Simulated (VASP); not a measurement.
Band structure of Mg₃Sb₂ (a-la2o3). Computed with PBEsol GGA, VASP's PBE PAW potentials (set 64) (plane waves; VASP).

Unless said otherwise, spin-orbit coupling is left out, though it shifts the bands of the heavy elements here.

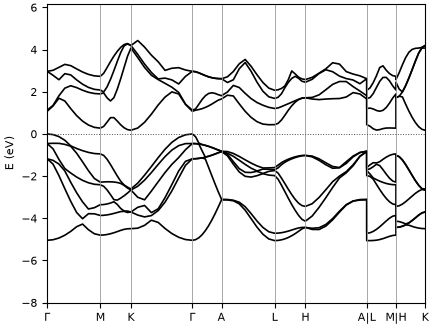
Figure. Bands along high-symmetry lines, zero at the valence-band maximum or, without a gap, the Fermi level

Read the plot: is there a gap, and where are the band edges?

The gap is indirect, 0.18 eV, from the valence maximum at Γ to the conduction minimum at K. (Edges off the drawn lines would not show.)

The compound is Mg3Sb2 in the a-la2o3 structure. It was relaxed first.
